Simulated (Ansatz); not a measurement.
# InH₂+ (triplet): RPA-PBE over a scan of the distance In1–H2, def2-TZVPP

How well do these functionals follow the top wave-function level for InH₂+ (triplet) over a scan of the distance In1–H2?

The runs use Ansatz 0.2.0, Gaussian basis; def2-TZVPP, all electrons in the functionals, frozen cores in the correlation of double hybrids and RPA.

To be run: RPA-PBE, at 1.553 Å; 1.735 Å; 1.966 Å; 2.173 Å; 2.436 Å; 2.692 Å; 3.096 Å; 3.615 Å; 4.288 Å; 5.216 Å; 6.578 Å.

21 further runs of the same task are left out: 15 that didn't finish, 6 set aside as unsound or not needed.

## (1) What is computed

The geometry derives from a PBE0/def2-TZVP stationary point (not a proven minimum). One bond is set to the value named and the two fragments are kept rigid. No spin-orbit coupling is included. Elements past krypton take def2 core potentials.

3 atoms, charge 1, spin multiplicity 3.

Atoms are counted from 1 here; the program's logs count them from 0.

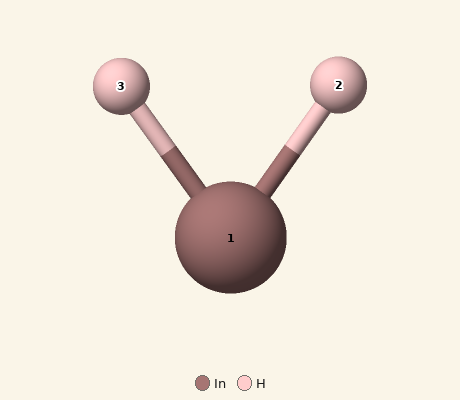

The structure; indium brown, hydrogen pink; atoms are numbered from 1 in the order of the file.

No dispersion term is added.

The geometry shown and the zero of energy belong to the point 1.966 Å. The yardstick, FCI, and other wave-function levels (R restricted, U unrestricted, valence and pair active spaces) come from earlier runs.

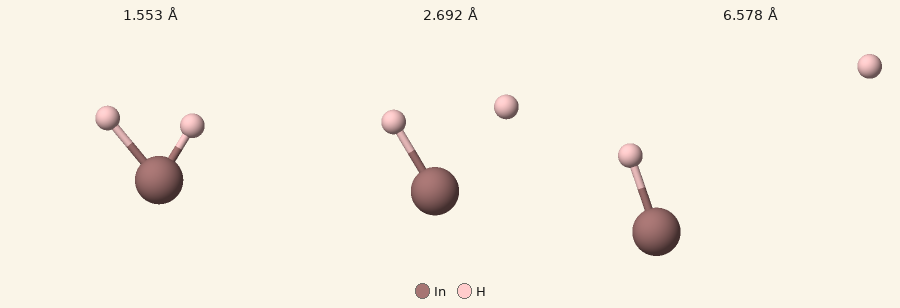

Three points of the scan; sticks are drawn by distance.

## (2) RPA-PBE, 1.553 Å

in.yaml

```yaml
crystal:
  periodic: [false, false, false]
  atoms:
    - {symbol: In, position_ang: [0.000000, 0.002073, -0.024702]}
    - {symbol: H, position_ang: [0.000000, 0.905032, 1.238814]}
    - {symbol: H, position_ang: [0.000000, -1.141220, 1.575116]}
basis:
  gaussian: {orbitals: def2-TZVPP}
total_charge: 1
magnetization: {spin_polarized: true, initial_magnetization: 2}
hamiltonian: {xc: {name: PBE}}
correlation: {method: rpa, electrons: outside_noble_gas}
```

Launch:

```
$ ansatz run in.yaml --threads 1 --pin off --events-out ev --progress --plain --max-ram 2393MiB
```

What it wrote:

```text
Functional definition: PBE
  name "PBE"
  cite "Perdew, Burke & Ernzerhof, Phys. Rev. Lett. 77, 3865 (1996) doi:10.1103/PhysRevLett.77.3865"
  parent pbe
  parameter kappa = 0.804
  parameter beta = 0.06672455060314922
  exchange = pbe_x(kappa = kappa, mu = beta*pi^2/3)
  correlation = pbe_c(beta = beta)
635 factors; integrals over basis functions are off by at most 8.4e-4 eV
mean field evaluation 1: about -5193.4793 eV, gradient 1.6e1 eV
mean field evaluation 2: about -5193.4742 eV, gradient 1.6e1 eV
mean field evaluation 4: about -5194.9344 eV, gradient 1.2e0 eV
mean field evaluation 8: about -5194.9418 eV, gradient 4.0e-2 eV
mean field evaluation 16: about -5194.9418 eV, gradient 6.3e-6 eV
mean field -5194.94178206 eV, -190.9105892327 hartree, gradient 1.2e-6 eV, S^2 2.006318; 0 other end points of the search recorded, 0 dependent functions left out
9 core orbitals not correlated: weight in the atoms' cores, before any rotation towards them, 0.981 or more for the frozen orbitals, at most 0.011 for the correlated occupied ones
reference -5169.54057229 eV, -189.9771119910 hartree; 3, 1 occupied and 66, 68 virtual orbitals, 635 factors
Total energy: -5172.71086804 eV, -190.0936182110 hartree
```

Wall time 2 s (1 thread of Arm Neoverse V2, shared host).

From the report: ⟨S²⟩ of the determinant 2.006 (pure triplet: 2.00).

## (3) RPA-PBE, 1.735 Å

in.yaml

```yaml
crystal:
  periodic: [false, false, false]
  atoms:
    - {symbol: In, position_ang: [0.000000, 0.001160, -0.025980]}
    - {symbol: H, position_ang: [0.000000, 1.009939, 1.385612]}
    - {symbol: H, position_ang: [0.000000, -1.142133, 1.573838]}
basis:
  gaussian: {orbitals: def2-TZVPP}
total_charge: 1
magnetization: {spin_polarized: true, initial_magnetization: 2}
hamiltonian: {xc: {name: PBE}}
correlation: {method: rpa, electrons: outside_noble_gas}
```

Same command.

What it wrote (excerpt; [...] marks lines left out):

```text
Functional definition: PBE
  name "PBE"
  cite "Perdew, Burke & Ernzerhof, Phys. Rev. Lett. 77, 3865 (1996) doi:10.1103/PhysRevLett.77.3865"
  parent pbe
[...]
634 factors; integrals over basis functions are off by at most 8.7e-4 eV
[...]
mean field -5195.36197807 eV, -190.9260311514 hartree, gradient 2.1e-6 eV, S^2 2.008249; 0 other end points of the search recorded, 0 dependent functions left out
9 core orbitals not correlated: weight in the atoms' cores, before any rotation towards them, 0.990 or more for the frozen orbitals, at most 0.006 for the correlated occupied ones
reference -5169.94885628 eV, -189.9921161509 hartree; 3, 1 occupied and 66, 68 virtual orbitals, 634 factors
Total energy: -5173.16005137 eV, -190.1101253940 hartree
```

It took 1.8 s on 1 thread of Arm Neoverse V2, shared host.

From the report: ⟨S²⟩ of the determinant 2.008 (pure triplet: 2.00).

## (4) RPA-PBE, 1.966 Å

in.yaml

```yaml
crystal:
  periodic: [false, false, false]
  atoms:
    - {symbol: In, position_ang: [0.000000, 0.000000, -0.027604]}
    - {symbol: H, position_ang: [0.000000, 1.143293, 1.572214]}
    - {symbol: H, position_ang: [0.000000, -1.143293, 1.572214]}
basis:
  gaussian: {orbitals: def2-TZVPP}
total_charge: 1
magnetization: {spin_polarized: true, initial_magnetization: 2}
hamiltonian: {xc: {name: PBE}}
correlation: {method: rpa, electrons: outside_noble_gas}
```

Same command.

What it wrote (excerpt; [...] marks lines left out):

```text
Functional definition: PBE
  name "PBE"
  cite "Perdew, Burke & Ernzerhof, Phys. Rev. Lett. 77, 3865 (1996) doi:10.1103/PhysRevLett.77.3865"
  parent pbe
[...]
631 factors; integrals over basis functions are off by at most 8.2e-4 eV
[...]
mean field -5195.48519021 eV, -190.9305591137 hartree, gradient 5.6e-7 eV, S^2 2.010437; 0 other end points of the search recorded, 0 dependent functions left out
9 core orbitals not correlated: weight in the atoms' cores, before any rotation towards them, 0.995 or more for the frozen orbitals, at most 0.004 for the correlated occupied ones
reference -5170.07277697 eV, -189.9966701526 hartree; 3, 1 occupied and 66, 68 virtual orbitals, 631 factors
Total energy: -5173.27870662 eV, -190.1144858939 hartree
```

Run time: 1.7 s. Hardware: 1 thread of Arm Neoverse V2, shared host.

From the report: ⟨S²⟩ of the determinant 2.010 (pure triplet: 2.00).

## (5) RPA-PBE, 2.173 Å

in.yaml

```yaml
crystal:
  periodic: [false, false, false]
  atoms:
    - {symbol: In, position_ang: [0.000000, -0.001037, -0.029054]}
    - {symbol: H, position_ang: [0.000000, 1.262408, 1.738893]}
    - {symbol: H, position_ang: [0.000000, -1.144330, 1.570764]}
basis:
  gaussian: {orbitals: def2-TZVPP}
total_charge: 1
magnetization: {spin_polarized: true, initial_magnetization: 2}
hamiltonian: {xc: {name: PBE}}
correlation: {method: rpa, electrons: outside_noble_gas}
```

The command is unchanged.

What it wrote (excerpt; [...] marks lines left out):

```text
Functional definition: PBE
  name "PBE"
  cite "Perdew, Burke & Ernzerhof, Phys. Rev. Lett. 77, 3865 (1996) doi:10.1103/PhysRevLett.77.3865"
  parent pbe
[...]
631 factors; integrals over basis functions are off by at most 1.3e-3 eV
[...]
mean field -5195.47849188 eV, -190.9303129548 hartree, gradient 6.1e-6 eV, S^2 2.010897; 0 other end points of the search recorded, 0 dependent functions left out
9 core orbitals not correlated: weight in the atoms' cores, before any rotation towards them, 0.997 or more for the frozen orbitals, at most 0.003 for the correlated occupied ones
reference -5170.10423281 eV, -189.9978261332 hartree; 3, 1 occupied and 66, 68 virtual orbitals, 631 factors
Total energy: -5173.26119672 eV, -190.1138424170 hartree
```

Wall time 1.8 s (1 thread of Arm Neoverse V2, shared host).

From the report: ⟨S²⟩ of the determinant 2.011 (pure triplet: 2.00).

From 1.966 Å: +0.4 kcal/mol.

## (6) RPA-PBE, 2.436 Å

in.yaml

```yaml
crystal:
  periodic: [false, false, false]
  atoms:
    - {symbol: In, position_ang: [0.000000, -0.002356, -0.030900]}
    - {symbol: H, position_ang: [0.000000, 1.414005, 1.951023]}
    - {symbol: H, position_ang: [0.000000, -1.145649, 1.568918]}
basis:
  gaussian: {orbitals: def2-TZVPP}
total_charge: 1
magnetization: {spin_polarized: true, initial_magnetization: 2}
hamiltonian: {xc: {name: PBE}}
correlation: {method: rpa, electrons: outside_noble_gas}
```

Launched as before.

What it wrote (excerpt; [...] marks lines left out):

```text
Functional definition: PBE
  name "PBE"
  cite "Perdew, Burke & Ernzerhof, Phys. Rev. Lett. 77, 3865 (1996) doi:10.1103/PhysRevLett.77.3865"
  parent pbe
[...]
628 factors; integrals over basis functions are off by at most 1.4e-3 eV
[...]
mean field -5195.44864681 eV, -190.9292161685 hartree, gradient 7.3e-6 eV, S^2 2.009987; 0 other end points of the search recorded, 0 dependent functions left out
9 core orbitals not correlated: weight in the atoms' cores, before any rotation towards them, 0.997 or more for the frozen orbitals, at most 0.002 for the correlated occupied ones
reference -5170.13350591 eV, -189.9989018997 hartree; 3, 1 occupied and 66, 68 virtual orbitals, 628 factors
Total energy: -5173.23364081 eV, -190.1128297562 hartree
```

Wall time 1.9 s (1 thread of Arm Neoverse V2, shared host).

From the report: ⟨S²⟩ of the determinant 2.010 (pure triplet: 2.00).

From 1.966 Å: +1.0 kcal/mol.

## (7) RPA-PBE, 2.692 Å

in.yaml

```yaml
crystal:
  periodic: [false, false, false]
  atoms:
    - {symbol: In, position_ang: [0.000000, -0.003640, -0.032697]}
    - {symbol: H, position_ang: [0.000000, 1.561566, 2.157507]}
    - {symbol: H, position_ang: [0.000000, -1.146933, 1.567121]}
basis:
  gaussian: {orbitals: def2-TZVPP}
total_charge: 1
magnetization: {spin_polarized: true, initial_magnetization: 2}
hamiltonian: {xc: {name: PBE}}
correlation: {method: rpa, electrons: outside_noble_gas}
```

The command is unchanged.

What it wrote (excerpt; [...] marks lines left out):

```text
Functional definition: PBE
  name "PBE"
  cite "Perdew, Burke & Ernzerhof, Phys. Rev. Lett. 77, 3865 (1996) doi:10.1103/PhysRevLett.77.3865"
  parent pbe
[...]
627 factors; integrals over basis functions are off by at most 8.8e-4 eV
[...]
mean field -5195.41858376 eV, -190.9281113721 hartree, gradient 7.0e-6 eV, S^2 2.009100; 0 other end points of the search recorded, 0 dependent functions left out
9 core orbitals not correlated: weight in the atoms' cores, before any rotation towards them, 0.997 or more for the frozen orbitals, at most 0.002 for the correlated occupied ones
reference -5170.14865975 eV, -189.9994587933 hartree; 3, 1 occupied and 66, 68 virtual orbitals, 627 factors
Total energy: -5173.21657658 eV, -190.1122026571 hartree
```

Run time: 1.9 s. Hardware: 1 thread of Arm Neoverse V2, shared host.

From the report: ⟨S²⟩ of the determinant 2.009 (pure triplet: 2.00).

From 1.966 Å: +1.4 kcal/mol.

## (8) RPA-PBE, 3.096 Å

in.yaml

```yaml
crystal:
  periodic: [false, false, false]
  atoms:
    - {symbol: In, position_ang: [0.000000, -0.005666, -0.035533]}
    - {symbol: H, position_ang: [0.000000, 1.794437, 2.483365]}
    - {symbol: H, position_ang: [0.000000, -1.148959, 1.564285]}
basis:
  gaussian: {orbitals: def2-TZVPP}
total_charge: 1
magnetization: {spin_polarized: true, initial_magnetization: 2}
hamiltonian: {xc: {name: PBE}}
correlation: {method: rpa, electrons: outside_noble_gas}
```

The command is unchanged.

What it wrote (excerpt; [...] marks lines left out):

```text
Functional definition: PBE
  name "PBE"
  cite "Perdew, Burke & Ernzerhof, Phys. Rev. Lett. 77, 3865 (1996) doi:10.1103/PhysRevLett.77.3865"
  parent pbe
[...]
627 factors; integrals over basis functions are off by at most 8.9e-4 eV
[...]
mean field -5195.37026197 eV, -190.9263355791 hartree, gradient 5.8e-6 eV, S^2 2.008516; 0 other end points of the search recorded, 0 dependent functions left out
9 core orbitals not correlated: weight in the atoms' cores, before any rotation towards them, 0.997 or more for the frozen orbitals, at most 0.002 for the correlated occupied ones
reference -5170.15685357 eV, -189.9997599104 hartree; 3, 1 occupied and 66, 68 virtual orbitals, 627 factors
Total energy: -5173.19344616 eV, -190.1113526299 hartree
```

It took 1.9 s on 1 thread of Arm Neoverse V2, shared host.

From the report: ⟨S²⟩ of the determinant 2.009 (pure triplet: 2.00).

From 1.966 Å: +2.0 kcal/mol.

## (9) RPA-PBE, 3.615 Å

in.yaml

```yaml
crystal:
  periodic: [false, false, false]
  atoms:
    - {symbol: In, position_ang: [0.000000, -0.008270, -0.039176]}
    - {symbol: H, position_ang: [0.000000, 2.093595, 2.901979]}
    - {symbol: H, position_ang: [0.000000, -1.151563, 1.560642]}
basis:
  gaussian: {orbitals: def2-TZVPP}
total_charge: 1
magnetization: {spin_polarized: true, initial_magnetization: 2}
hamiltonian: {xc: {name: PBE}}
correlation: {method: rpa, electrons: outside_noble_gas}
```

The command is unchanged.

What it wrote (excerpt; [...] marks lines left out):

```text
Functional definition: PBE
  name "PBE"
  cite "Perdew, Burke & Ernzerhof, Phys. Rev. Lett. 77, 3865 (1996) doi:10.1103/PhysRevLett.77.3865"
  parent pbe
[...]
627 factors; integrals over basis functions are off by at most 8.9e-4 eV
[...]
mean field -5195.32049035 eV, -190.9245065056 hartree, gradient 4.6e-6 eV, S^2 2.008381; 0 other end points of the search recorded, 0 dependent functions left out
9 core orbitals not correlated: weight in the atoms' cores, before any rotation towards them, 0.996 or more for the frozen orbitals, at most 0.002 for the correlated occupied ones
reference -5170.16200367 eV, -189.9999491733 hartree; 3, 1 occupied and 66, 68 virtual orbitals, 627 factors
Total energy: -5173.17023616 eV, -190.1104996781 hartree
```

Run time: 1.9 s. Hardware: 1 thread of Arm Neoverse V2, shared host.

From the report: ⟨S²⟩ of the determinant 2.008 (pure triplet: 2.00).

From 1.966 Å: +2.5 kcal/mol.

## (10) RPA-PBE, 4.288 Å

in.yaml

```yaml
crystal:
  periodic: [false, false, false]
  atoms:
    - {symbol: In, position_ang: [0.000000, -0.011646, -0.043899]}
    - {symbol: H, position_ang: [0.000000, 2.481521, 3.444806]}
    - {symbol: H, position_ang: [0.000000, -1.154939, 1.555919]}
basis:
  gaussian: {orbitals: def2-TZVPP}
total_charge: 1
magnetization: {spin_polarized: true, initial_magnetization: 2}
hamiltonian: {xc: {name: PBE}}
correlation: {method: rpa, electrons: outside_noble_gas}
```

Launched as before.

What it wrote (excerpt; [...] marks lines left out):

```text
Functional definition: PBE
  name "PBE"
  cite "Perdew, Burke & Ernzerhof, Phys. Rev. Lett. 77, 3865 (1996) doi:10.1103/PhysRevLett.77.3865"
  parent pbe
[...]
627 factors; integrals over basis functions are off by at most 8.9e-4 eV
[...]
mean field -5195.28357782 eV, -190.9231499953 hartree, gradient 7.8e-6 eV, S^2 2.008376; 0 other end points of the search recorded, 0 dependent functions left out
9 core orbitals not correlated: weight in the atoms' cores, before any rotation towards them, 0.996 or more for the frozen orbitals, at most 0.002 for the correlated occupied ones
reference -5170.17254615 eV, -190.0003366022 hartree; 3, 1 occupied and 66, 68 virtual orbitals, 627 factors
Total energy: -5173.15944135 eV, -190.1101029760 hartree
```

Run time: 2.1 s. Hardware: 1 thread of Arm Neoverse V2, shared host.

From the report: ⟨S²⟩ of the determinant 2.008 (pure triplet: 2.00).

From 1.966 Å: +2.8 kcal/mol.

## (11) RPA-PBE, 5.216 Å

in.yaml

```yaml
crystal:
  periodic: [false, false, false]
  atoms:
    - {symbol: In, position_ang: [0.000000, -0.016300, -0.050413]}
    - {symbol: H, position_ang: [0.000000, 3.016432, 4.193311]}
    - {symbol: H, position_ang: [0.000000, -1.159593, 1.549405]}
basis:
  gaussian: {orbitals: def2-TZVPP}
total_charge: 1
magnetization: {spin_polarized: true, initial_magnetization: 2}
hamiltonian: {xc: {name: PBE}}
correlation: {method: rpa, electrons: outside_noble_gas}
```

The command is unchanged.

What it wrote (excerpt; [...] marks lines left out):

```text
Functional definition: PBE
  name "PBE"
  cite "Perdew, Burke & Ernzerhof, Phys. Rev. Lett. 77, 3865 (1996) doi:10.1103/PhysRevLett.77.3865"
  parent pbe
[...]
627 factors; integrals over basis functions are off by at most 8.9e-4 eV
[...]
mean field -5195.26324563 eV, -190.9224028010 hartree, gradient 3.3e-6 eV, S^2 2.008393; 0 other end points of the search recorded, 0 dependent functions left out
9 core orbitals not correlated: weight in the atoms' cores, before any rotation towards them, 0.996 or more for the frozen orbitals, at most 0.002 for the correlated occupied ones
reference -5170.18563423 eV, -190.0008175804 hartree; 3, 1 occupied and 66, 68 virtual orbitals, 627 factors
Total energy: -5173.16280769 eV, -190.1102266868 hartree
```

Wall time 2 s (1 thread of Arm Neoverse V2, shared host).

From the report: ⟨S²⟩ of the determinant 2.008 (pure triplet: 2.00).

From 1.966 Å: +2.7 kcal/mol.

## (12) RPA-PBE, 6.578 Å

in.yaml

```yaml
crystal:
  periodic: [false, false, false]
  atoms:
    - {symbol: In, position_ang: [0.000000, -0.023132, -0.059973]}
    - {symbol: H, position_ang: [0.000000, 3.801506, 5.291870]}
    - {symbol: H, position_ang: [0.000000, -1.166425, 1.539845]}
basis:
  gaussian: {orbitals: def2-TZVPP}
total_charge: 1
magnetization: {spin_polarized: true, initial_magnetization: 2}
hamiltonian: {xc: {name: PBE}}
correlation: {method: rpa, electrons: outside_noble_gas}
```

The command is unchanged.

What it wrote (excerpt; [...] marks lines left out):

```text
Functional definition: PBE
  name "PBE"
  cite "Perdew, Burke & Ernzerhof, Phys. Rev. Lett. 77, 3865 (1996) doi:10.1103/PhysRevLett.77.3865"
  parent pbe
[...]
627 factors; integrals over basis functions are off by at most 8.9e-4 eV
[...]
mean field -5195.25578684 eV, -190.9221286956 hartree, gradient 2.8e-6 eV, S^2 2.008405; 0 other end points of the search recorded, 0 dependent functions left out
9 core orbitals not correlated: weight in the atoms' cores, before any rotation towards them, 0.996 or more for the frozen orbitals, at most 0.002 for the correlated occupied ones
reference -5170.19136679 eV, -190.0010282480 hartree; 3, 1 occupied and 66, 68 virtual orbitals, 627 factors
Total energy: -5173.16619131 eV, -190.1103510326 hartree
```

Wall time 1.8 s (1 thread of Arm Neoverse V2, shared host).

From the report: ⟨S²⟩ of the determinant 2.008 (pure triplet: 2.00).

From 1.966 Å: +2.6 kcal/mol.

## (13) Against the wave-function levels

The yardstick is full CI for this spin, exact in this basis with these frozen cores. It comes from earlier runs at the same points. Energies in kcal/mol, counted from 1.966 Å; blanks weren't run or aren't comparable.

```
  level  1.553 Å  1.735 Å  1.966 Å  2.173 Å  2.436 Å  2.692 Å  3.096 Å  3.615 Å  4.288 Å  5.216 Å  6.578 Å
    FCI     13.3      2.9      0.0      0.5      1.4      2.1      2.8      3.4      3.8      4.0      4.1
RPA-PBE     13.1      2.7      0.0      0.4      1.0      1.4      2.0      2.5      2.8      2.7      2.6
```

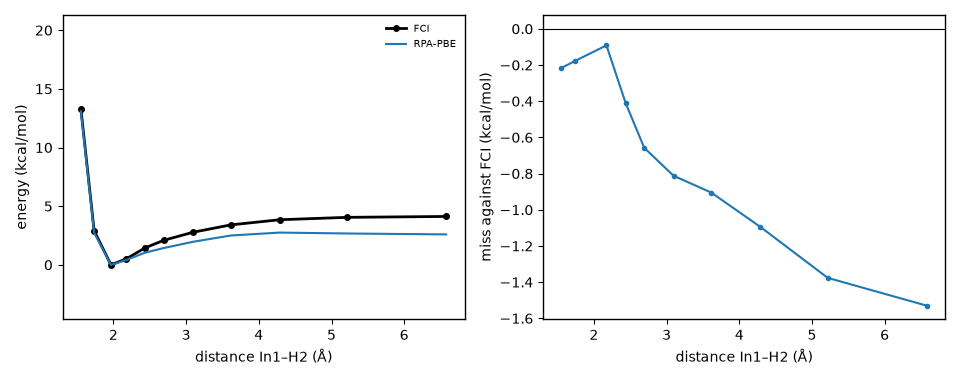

Left: the curves (the axis may cut off levels that run far away). Right: misses against FCI, in the same colours.

Largest miss and mean time a point (FCI took 17 s a point; shared hosts):

```
  level  largest miss (kcal/mol)    where  time a point
RPA-PBE                     -1.5  6.578 Å         1.9 s
```

## (14) Outcome

| quantity | value |
| --- | --- |
| span of the FCI curve | 13.3 kcal/mol |
| largest miss, RPA-PBE | -1.5 kcal/mol (6.578 Å) |

**Reading.** RPA-PBE strays by up to 1.5 kcal/mol, at 6.578 Å. Functionals and the yardstick converge differently with the basis, so part of each miss in def2-TZVPP is the basis.
